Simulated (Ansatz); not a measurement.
**One shape, several levels: CH4ClGeO (SMILES [CH3][Ge]([OH])[Cl])**

Wanted: a comparison of 6 runs (U-r2SCAN/6-31G*, U-wB97X/6-31G*, UB2PLYP/6-31G*, UBHLYP/6-31G*, UPBE-QIDH/6-31G*, UPBE/6-31G*) of CH4ClGeO. 

The calculation is run with Ansatz 0.2.0.

122 further runs of the same task are left out: 122 set aside as unsound or not needed.

### 1 Starting point

CH4ClGeO: 8 atoms, total charge 0, spin state doublet. As SMILES, `[CH3][Ge]([OH])[Cl]`. The Ge2–O3 distance was set to 2.313 Å, away from the relaxed value.

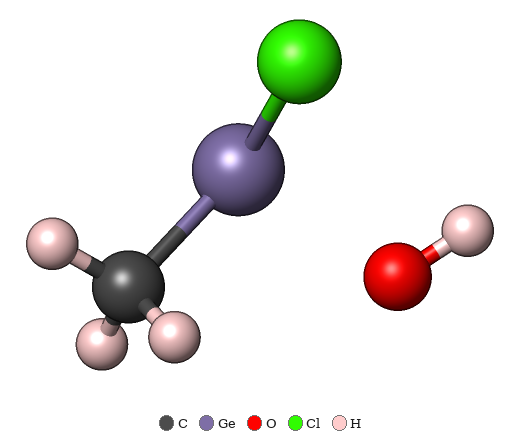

Viewed from a chosen angle; carbon dark grey, germanium purple, oxygen red, chlorine green, hydrogen pink.

### 2 A single-point energy at U-r2SCAN/6-31G(d) (spherical functions) (run 1)

File job.yaml:

```yaml
crystal:
  periodic: [false, false, false]
  atoms:
    - symbol: C
      position_ang: [-0.342823, 1.520425, -0.228087]
    - symbol: Ge
      position_ang: [-1.074323, -0.268175, 0.090513]
    - symbol: O
      position_ang: [0.714600, -1.504600, 0.880000]
    - symbol: Cl
      position_ang: [-1.659923, -1.146775, -1.821587]
    - symbol: H
      position_ang: [0.006677, 1.937725, 0.715913]
    - symbol: H
      position_ang: [0.494077, 1.407925, -0.919787]
    - symbol: H
      position_ang: [-1.107623, 2.161525, -0.663087]
    - symbol: H
      position_ang: [0.584600, -2.453200, 0.797100]
basis:
  gaussian:
    orbitals: 6-31G_st_-spherical.json
magnetization:
  spin_polarized: true
  initial_magnetization: 1
hamiltonian:
  xc: {name: r2SCAN}
accuracy: high
output: {orbitals: {seedname: orbitals}}
```

The basis set 6-31G* is read from a file made from the Basis Set Exchange's data (not shown).

Launch:

```bash
$ ansatz run job.yaml --threads 1 --pin off --max-ram 3480MiB --events-out events.jsonl --progress --plain --runs-dir runs
```

Output:

```text
Warning: RAYON_NUM_THREADS=1 ignored (pool sized by the plan → 1); use --threads N
Functional definition: r2SCAN
  name "r2SCAN"
  parameter k0 = 0.174
  parameter k1 = 0.065
  parameter a1 = 4.9479
  exchange = r2scan_x(k0 = k0, k1 = k1, a1 = a1)
  correlation = r2scan_c
1856 factors; integrals over basis functions are off by at most 4.5e-9 eV
mean field evaluation 1: about -72167.1175 eV, gradient 5.1e1 eV
mean field evaluation 2: about -72028.9916 eV, gradient 1.3e2 eV
mean field evaluation 4: about -72177.9281 eV, gradient 1.1e1 eV
mean field evaluation 8: about -72178.5369 eV, gradient 2.4e-1 eV
mean field evaluation 16: about -72178.5325 eV, gradient 9.7e-4 eV
mean field evaluation 32: about -72177.1605 eV, gradient 3.6e0 eV
mean field -72178.53253727 eV, -2652.5121463780 hartree, gradient 7.4e-8 eV, S^2 0.762874; 1 other end points of the search recorded, 0 dependent functions left out
reference -72178.53253987 eV, -2652.5121464737 hartree; 34, 33 occupied and 52, 53 virtual orbitals, 1856 factors
Total energy: -72178.53253987 eV, -2652.5121464737 hartree
```

Run time: 34 s. Hardware: 1 thread of Arm Neoverse V2, shared host; peak memory 0.43 GiB.

### 3 A single-point energy at U-wB97X/6-31G(d) (spherical functions) (run 2)

File in.yaml:

```yaml
crystal:
  periodic: [false, false, false]
  atoms:
    - {symbol: C, position_ang: [-0.342823, 1.520425, -0.228087]}
    - {symbol: Ge, position_ang: [-1.074323, -0.268175, 0.090513]}
    - {symbol: O, position_ang: [0.714600, -1.504600, 0.880000]}
    - {symbol: Cl, position_ang: [-1.659923, -1.146775, -1.821587]}
    - {symbol: H, position_ang: [0.006677, 1.937725, 0.715913]}
    - {symbol: H, position_ang: [0.494077, 1.407925, -0.919787]}
    - {symbol: H, position_ang: [-1.107623, 2.161525, -0.663087]}
    - {symbol: H, position_ang: [0.584600, -2.453200, 0.797100]}
basis:
  gaussian: {orbitals: 6-31G_st_-spherical.json}
magnetization: {spin_polarized: true, initial_magnetization: 1}
hamiltonian: {xc: {name: wB97X}}
accuracy: high
output: {orbitals: {seedname: orbitals}}
```

The basis set 6-31G* is read from a file made from the Basis Set Exchange's data (not shown).

Launch:

```bash
$ ansatz run in.yaml --threads 1 --pin off --max-ram 3480MiB --events-out events.jsonl --progress --plain --runs-dir runs
```

Output:

```text
Warning: RAYON_NUM_THREADS=1 ignored (pool sized by the plan → 1); use --threads N
Functional definition: wB97X
  name "wB97X"
  parameter omega = 0.3/bohr
  parameter cx = 0.157706
  parameter cx1 = 0.726479
  parameter cx2 = 1.04760
  parameter cx3 = -5.70635
  parameter cx4 = 13.2794
  parameter css1 = -4.33879
  parameter css2 = 18.2308
  parameter css3 = -31.7430
  parameter css4 = 17.2901
  parameter cos1 = 2.37031
  parameter cos2 = -11.3995
  parameter cos3 = 6.58405
  parameter cos4 = -3.78132
  exchange = spin_sum(e_x_unif_sr(omega)*poly(b97_u_x, 1 - cx, cx1, cx2, cx3, cx4)) + cx*exact_x_sr(omega)
      + exact_x_lr(omega)
  correlation = spin_sum(e_c_pw_same_spin*poly(b97_u_same, 1, css1, css2, css3, css4))
      + integral(e_c_pw_opposite_spin*poly(b97_u_opposite, 1, cos1, cos2, cos3, cos4))
1856 factors; integrals over basis functions are off by at most 4.5e-9 eV
368 factors; integrals over basis functions are off by at most 2.4e-9 eV
mean field evaluation 1: about -72174.1277 eV, gradient 4.1e1 eV
mean field evaluation 2: about -72148.4967 eV, gradient 8.4e1 eV
mean field evaluation 4: about -72181.2710 eV, gradient 3.8e0 eV
mean field evaluation 8: about -72181.5148 eV, gradient 5.0e-1 eV
mean field evaluation 16: about -72181.5298 eV, gradient 1.3e-2 eV
mean field evaluation 32: about -72181.5298 eV, gradient 7.6e-6 eV
mean field -72181.52983493 eV, -2652.6222950357 hartree, gradient 7.2e-8 eV, S^2 0.776324; 0 other end points of the search recorded, 0 dependent functions left out
reference -72181.52983215 eV, -2652.6222949334 hartree; 34, 33 occupied and 52, 53 virtual orbitals, 1856 factors
Total energy: -72181.52983215 eV, -2652.6222949334 hartree
```

Wall time 86 s (1 thread of Arm Neoverse V2, shared host); peak memory 0.95 GiB.

Runs 3 to 5 aren't shown in full; the table further down has their settings and results.

### 4 A single-point energy at UPBE/6-31G(d) (spherical functions) (run 6)

Changes to in.yaml since step 3:

```diff
@@ -12,5 +12,10 @@
 basis:
-  gaussian: {orbitals: 6-31G_st_-spherical.json}
-magnetization: {spin_polarized: true, initial_magnetization: 1}
-hamiltonian: {xc: {name: wB97X}}
+  gaussian:
+    orbitals: 6-31G_st_-spherical.json
+total_charge: 0
+magnetization:
+  spin_polarized: true
+  initial_magnetization: 1
+hamiltonian:
+  xc: pbe
 accuracy: high
```

The basis set 6-31G* is read from a file made from the Basis Set Exchange's data (not shown).

Launch:

```bash
$ ansatz run in.yaml --threads 1 --pin off --max-ram 3480MiB --events-out events.jsonl --progress --plain --runs-dir runs
```

Output:

```text
Warning: RAYON_NUM_THREADS=1 ignored (pool sized by the plan → 1); use --threads N
Functional definition: PBE
  name "PBE"
  parameter kappa = 0.804
  parameter beta = 0.06672455060314922
  exchange = pbe_x(kappa = kappa, mu = beta*pi^2/3)
  correlation = pbe_c(beta = beta)
1856 factors; integrals over basis functions are off by at most 4.5e-9 eV
mean field evaluation 1: about -72150.6236 eV, gradient 5.6e1 eV
mean field evaluation 2: about -71978.2763 eV, gradient 1.4e2 eV
mean field evaluation 4: about -72163.4894 eV, gradient 1.1e1 eV
mean field evaluation 8: about -72164.2073 eV, gradient 3.4e-1 eV
mean field evaluation 16: about -72164.1993 eV, gradient 3.6e-4 eV
mean field evaluation 32: about -72163.7118 eV, gradient 3.4e0 eV
mean field -72164.19930765 eV, -2651.9854099051 hartree, gradient 2.7e-8 eV, S^2 0.754487; 1 other end points of the search recorded, 0 dependent functions left out
reference -72164.19931098 eV, -2651.9854100273 hartree; 34, 33 occupied and 52, 53 virtual orbitals, 1856 factors
Total energy: -72164.19931098 eV, -2651.9854100273 hartree
```

Wall time 12 s (1 thread of Arm Neoverse V2, shared host); peak memory 0.27 GiB.

### 5 Overview of the runs

```
run                                   level  frozen core orbitals   energy (Eh)  HOMO energy (eV)  LUMO energy (eV)   ⟨S²⟩  wall time
  1   U-r2SCAN/6-31G* (spherical functions)                     –  -2652.512146             -5.96             -4.38  0.763       34 s
  2    U-wB97X/6-31G* (spherical functions)                     –  -2652.622295             -9.03             -2.09  0.776       86 s
  3    UB2PLYP/6-31G* (spherical functions)                    16  -2651.974360             -7.90             -2.46  0.805       30 s
  4     UBHLYP/6-31G* (spherical functions)                     –  -2652.524511             -7.92             -2.87  0.796       22 s
  5  UPBE-QIDH/6-31G* (spherical functions)                    16  -2651.573536             -8.84             -1.77  0.836       29 s
  6       UPBE/6-31G* (spherical functions)                     –  -2651.985410             -5.50             -4.54  0.754       12 s
```

### 6 Results

| quantity | value |
| --- | --- |
| run 6: total energy | -2651.98541 Eh |
| run 6: HOMO energy (highest over α and β) | -5.50 eV |
| run 6: LUMO energy (lowest over α and β) | -4.54 eV |
| run 6: ⟨S²⟩ | 0.754 |

In words: Totals of different functionals can't be ranked against each other. All runs together took 3.6 min, the longest 86 s.
